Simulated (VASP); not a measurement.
Band structure of CaRuN$_{2}$ (space group R-3m). Computed with PBEsol GGA, VASP's PBE PAW potentials (set 64) (plane waves; VASP 6.6.1).

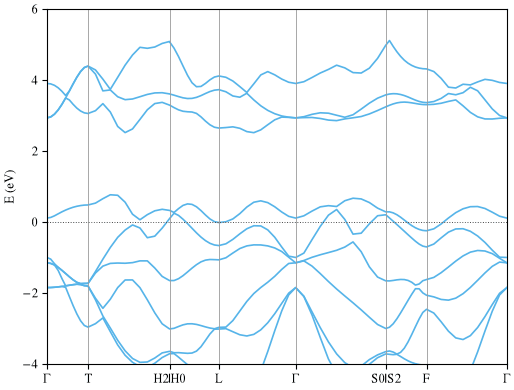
Figure: Bands along high-symmetry lines, zero at the valence-band maximum or, without a gap, the Fermi level

**Question.** Read the plot: is there a gap, and where are the band edges?

**Answer.** It has no gap at this level: it comes out as a metal or semimetal. (Edges off the drawn lines would not show.)

The structure comes from a computed database's CaRuN2 entry (R-3m); how it stands against other phases isn't given here. It was relaxed first.
